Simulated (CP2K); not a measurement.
# AM1 run of B2NH4 (SMILES B[N]B)

Aim: the vertical ionisation energy of B2NH4 at AM1, from 2 runs. 

The calculation is run with CP2K 2026.2.

2 further runs of the same task are left out: 1 that didn't finish, 1 set aside as unsound or not needed.

### Step 1. The system as given

B2NH4 has 7 atoms, charge 0, and is taken as a doublet. SMILES: `B[N]B`. The shape is that of a PBE0-D4/def2-TZVP optimisation.

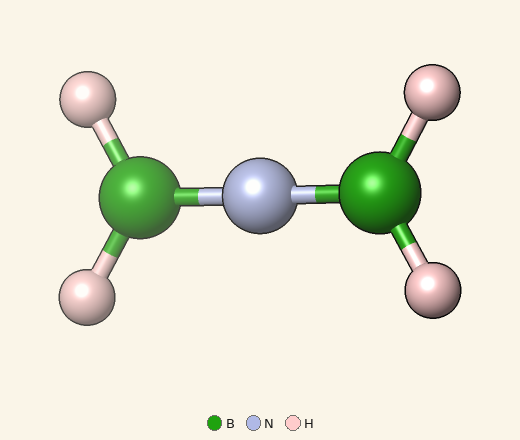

Viewed from a chosen angle; boron green, nitrogen light blue, hydrogen pink.

### Step 2. Energy and forces at AM1

Contents of qs.inp:

```
&GLOBAL
 PROJECT_NAME qs
 RUN_TYPE ENERGY_FORCE
 PRINT_LEVEL MEDIUM
&END GLOBAL

&FORCE_EVAL
 METHOD QS
 &DFT
  CHARGE 0
  MULTIPLICITY 2
  SPIN_POLARIZED T
  &QS
   METHOD AM1
   EPS_DEFAULT 1.0E-10
   &SE
    &COULOMB
     CUTOFF [angstrom] 50
     RC_RANGE [angstrom] 0
    &END COULOMB
    &EXCHANGE
     CUTOFF [angstrom] 50
     RC_RANGE [angstrom] 0
    &END EXCHANGE
   &END SE
  &END QS
  &POISSON
   PERIODIC NONE
   POISSON_SOLVER ANALYTIC
  &END POISSON
  &SCF
   SCF_GUESS ATOMIC
   EPS_SCF 1.0E-07
   MAX_SCF 150
   &DIAGONALIZATION
    ALGORITHM STANDARD
   &END DIAGONALIZATION
   &MIXING
    METHOD DIRECT_P_MIXING
    ALPHA 0.4
   &END MIXING
  &END SCF
  &PRINT
   &MOMENTS
    PERIODIC F
    REFERENCE COM
    MAX_MOMENT 1
   &END MOMENTS
   &MO ON
    ENERGIES T
    OCCUPATION_NUMBERS T
    NDIGITS 6
    &EACH
     QS_SCF 0
    &END EACH
    ADD_LAST NUMERIC
   &END MO
   &HIRSHFELD OFF
   &END HIRSHFELD
  &END PRINT
 &END DFT
 &SUBSYS
  &CELL
   ABC [angstrom] 13.7 12.3 13.3
   PERIODIC NONE
  &END CELL
  &COORD
   B     -1.116900     0.208400    -0.746200
   N      0.009000    -0.016800    -0.009000
   B      1.134500    -0.230000     0.732300
   H     -1.409700    -0.541000    -1.640600
   H     -1.814200     1.157300    -0.499400
   H      1.422300     0.533400     1.616700
   H      1.836300    -1.179100     0.500500
  &END COORD
  &TOPOLOGY
   &CENTER_COORDINATES
   &END CENTER_COORDINATES
  &END TOPOLOGY
 &END SUBSYS
 &PRINT
  &FORCES ON
  &END FORCES
 &END PRINT
&END FORCE_EVAL
```

Run with:

```
$ OMP_NUM_THREADS=1 cp2k.psmp qs.inp > qs.out
```

Log:

```text
CP2K| version string:                                       CP2K version 2026.2
[...]
 GLOBAL| Method name                                                        CP2K
[...]
 GLOBAL| Run type                                                   ENERGY_FORCE
[...]
                             - Atoms:                                          7
[...]
                             - Spherical basis functions:                     16
[...]
 Number of electrons:                                                          8
[...]
     1 P_Mix/Diag. 0.40E+00    0.0     0.30650128       -10.1568934401 -1.02E+01
[...]
    19 DIIS/Diag.  0.49E-07    0.0     0.00000005       -14.7235034164 -1.37E-13
  *** SCF run converged in    19 steps ***
  Core-core repulsion energy [eV]:                            592.45376618582191
  Core Hamiltonian energy [eV]:                              -603.00377644960543
  Two-electron integral energy [eV]:                         -780.19378582865068
  Electronic energy [eV]:                                    -993.10066936393093
  Total energy [eV]:                                         -400.64690317810891
  Atomic reference energy [eV]:                               401.13456686921859
  Heat of formation [kcal/mol]:                                11.24579276571684
[...]
 SE_DIPOLE| Moment [Debye]         -0.00083269      -0.00421111       0.00040522
 SE_DIPOLE| Derivative [a.u.]       0.00000000       0.00000000       0.00000000
 ENERGY| Total FORCE_EVAL ( QS ) energy [hartree]            -14.723503416441540
 FORCES| Atomic forces [hartree/bohr]
 FORCES|   Atom     x               y               z               |f|
 FORCES|      1  4.15526845E-02 -8.21221536E-03  2.72234284E-02   5.03505822E-02
 FORCES|      2  1.65324793E-06  3.60770618E-04  7.38064163E-05   3.68246601E-04
 FORCES|      3 -4.15325359E-02  8.05497302E-03 -2.72695605E-02   5.03335182E-02
 FORCES|      4  3.06361738E-03  5.03530448E-04  3.09165070E-03   4.38150641E-03
 FORCES|      5  3.60779753E-03 -1.86411202E-03  1.31657177E-03   4.26901369E-03
 FORCES|      6 -3.05265580E-03 -6.85124232E-04 -2.96817119E-03   4.31255641E-03
 FORCES|      7 -3.64056098E-03  1.84217754E-03 -1.46772566E-03   4.33607206E-03
 FORCES| Sum     2.77555756E-16 -5.55111512E-17 -1.80411242E-16
 FORCES| Total atomic force                                       3.35658907E-16
[...]
```

Run time: 0.3 s. Hardware: 1 thread of Arm Neoverse V1, shared host.

### Step 3. The singlet cation, same level

Contents of run.inp:

```
&GLOBAL
    PROJECT_NAME run
    RUN_TYPE ENERGY_FORCE
    PRINT_LEVEL MEDIUM
&END GLOBAL
&FORCE_EVAL
    METHOD Quickstep
    &DFT
        CHARGE 1
        MULTIPLICITY 1
        &QS
            METHOD AM1
            EPS_DEFAULT 1.0E-10
            &SE
                &COULOMB
                    CUTOFF [angstrom] 50
                    RC_RANGE [angstrom] 0
                &END COULOMB
                &EXCHANGE
                    CUTOFF [angstrom] 50
                    RC_RANGE [angstrom] 0
                &END EXCHANGE
            &END SE
        &END QS
        &POISSON
            PERIODIC NONE
            POISSON_SOLVER ANALYTIC
        &END POISSON
        &SCF
            SCF_GUESS ATOMIC
            EPS_SCF 1.0E-07
            MAX_SCF 80
            ADDED_MOS 8
            &DIAGONALIZATION
                ALGORITHM STANDARD
            &END DIAGONALIZATION
            &MIXING
                METHOD DIRECT_P_MIXING
                ALPHA 0.4
            &END MIXING
        &END SCF
        &PRINT
            &MOMENTS
                PERIODIC F
                REFERENCE COM
                MAX_MOMENT 1
            &END MOMENTS
            &MO ON
                ENERGIES T
                OCCUPATION_NUMBERS T
                NDIGITS 6
                &EACH
                    QS_SCF 0
                &END EACH
                ADD_LAST NUMERIC
            &END MO
            &HIRSHFELD OFF
            &END HIRSHFELD
        &END PRINT
    &END DFT
    &SUBSYS
        &CELL
            ABC [angstrom] 13.7 12.3 13.3
            PERIODIC NONE
        &END CELL
        &COORD
            B     -1.116900     0.208400    -0.746200
            N      0.009000    -0.016800    -0.009000
            B      1.134500    -0.230000     0.732300
            H     -1.409700    -0.541000    -1.640600
            H     -1.814200     1.157300    -0.499400
            H      1.422300     0.533400     1.616700
            H      1.836300    -1.179100     0.500500
        &END COORD
        &TOPOLOGY
            &CENTER_COORDINATES
            &END CENTER_COORDINATES
        &END TOPOLOGY
    &END SUBSYS
    &PRINT
        &FORCES ON
        &END FORCES
    &END PRINT
&END FORCE_EVAL
```

Run with:

```
$ OMP_NUM_THREADS=1 cp2k.psmp run.inp > run.out
```

Log:

```text
CP2K| version string:                                       CP2K version 2026.2
[...]
 GLOBAL| Method name                                                        CP2K
[...]
 GLOBAL| Run type                                                   ENERGY_FORCE
[...]
                             - Atoms:                                          7
[...]
                             - Spherical basis functions:                     16
[...]
 Number of electrons:                                                         14
[...]
     1 P_Mix/Diag. 0.40E+00    0.0     0.62861819        -9.7985786584 -9.80E+00
[...]
    16 DIIS/Diag.  0.97E-07    0.0     0.00000010       -14.3944753180 -1.95E-13
  *** SCF run converged in    16 steps ***
  Core-core repulsion energy [eV]:                            592.45376618582191
  Core Hamiltonian energy [eV]:                              -581.37256944631156
  Two-electron integral energy [eV]:                         -805.54958006103584
  Electronic energy [eV]:                                    -984.14735947682948
  Total energy [eV]:                                         -391.69359329100763
  Atomic reference energy [eV]:                               401.13456686921859
  Heat of formation [kcal/mol]:                               217.71404002947099
[...]
 SE_DIPOLE| Moment [Debye]          0.00121213      -0.02416058      -0.00955959
 SE_DIPOLE| Derivative [a.u.]       0.00000000       0.00000000       0.00000000
 ENERGY| Total FORCE_EVAL ( QS ) energy [hartree]            -14.394475317970114
 FORCES| Atomic forces [hartree/bohr]
 FORCES|   Atom     x               y               z               |f|
 FORCES|      1  6.38459293E-02 -1.31987984E-02  4.14047776E-02   7.72325487E-02
 FORCES|      2 -1.93232831E-04  1.48392410E-03  7.27423137E-04   1.66388523E-03
 FORCES|      3 -6.36017066E-02  1.16956011E-02 -4.22253330E-02   7.72330429E-02
 FORCES|      4  1.65640310E-03 -3.97874824E-03 -1.83853246E-03   4.68554270E-03
 FORCES|      5  8.33615763E-05  3.68443051E-03  3.07626695E-03   4.80056202E-03
 FORCES|      6 -1.94618046E-03  3.88408893E-03  1.95468959E-03   4.76388251E-03
 FORCES|      7  1.55425967E-04 -3.57049799E-03 -3.09929180E-03   4.73056263E-03
 FORCES| Sum     0.00000000E+00 -2.08166817E-16 -3.12250226E-17
 FORCES| Total atomic force                                       2.10495667E-16
[...]
```

It took 0.28 s on 1 thread of Arm Neoverse V1, shared host.

### Step 4. Results

At AM1:

```
                                                 quantity           value
                              doublet B2NH4: total energy    -14.72350 Eh
                             doublet B2NH4: dipole moment          0.00 D
        doublet B2NH4: HOMO energy (highest over α and β)        -9.47 eV
 doublet B2NH4: heat of formation at this unrelaxed shape   11.2 kcal/mol
                  doublet B2NH4: largest force on an atom      2.589 eV/Å
                             singlet cation: total energy    -14.39448 Eh
                              singlet cation: HOMO energy       -17.01 eV
                              singlet cation: LUMO energy        -8.23 eV
                            singlet cation: HOMO–LUMO gap         8.78 eV
singlet cation: heat of formation at this unrelaxed shape  217.7 kcal/mol
                 singlet cation: largest force on an atom      3.971 eV/Å
       vertical ionisation energy (to the singlet cation)        8.953 eV
```

**Reading.** Removing an electron at fixed nuclei costs 8.95 eV (864 kJ/mol). The largest force (doublet B2NH4) is 2.59 eV/Å: the shape isn't a stationary point for this species at this level. Only the singlet of the ionised species was computed; a triplet could lie lower.
